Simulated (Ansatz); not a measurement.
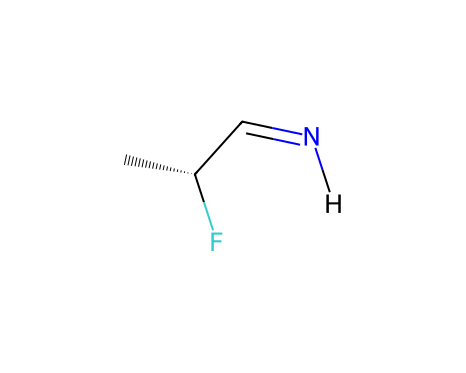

Figure made from data computed with Ansatz.

2D structure.

Give its SMILES.

Answer. [H]/N=C\[C@@H](C)F

What is the molecular formula?

Answer. C3H6FN.

An optimisation with PBE-D4/def2-SVP gave a structure of which point group?

Answer. C1.
